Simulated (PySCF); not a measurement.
Molecule: SMILES C(C=C)CC=C (C₆H₁₀). Atoms near the plane z = 0.0 Å, at the GFN2-xTB optimised geometry (x, y, z in Å): C1 (2.0, -0.8, 0.0), C2 (0.7, -0.8, 0.0), C3 (-0.2, 0.4, 0.0), H7 (2.6, -1.7, 0.0), H8 (2.6, 0.1, 0.0), H9 (0.1, -1.8, 0.0), H10 (0.5, 1.3, 0.1), H11 (-0.8, 0.4, 0.9), H14 (-2.6, 1.8, -0.5).

Method: PySCF with PBE/def2-TZVP. Cells within 0.4 Å of a nucleus heavier than hydrogen are left out (blank, or x). The values are rescaled to run from 0 to 1.

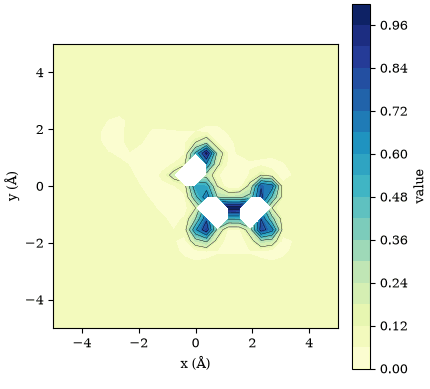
Figure: a field on the plane z = 0.0 Å.

Question: Which quantity is mapped?
A) deformation density (molecule minus spherical neutral atoms)
B) electron localisation function
C) electrostatic potential
D) an orbital amplitude

Answer: A, deformation density (molecule minus spherical neutral atoms). In full: deformation density (molecule minus spherical neutral atoms) (e/bohr³).
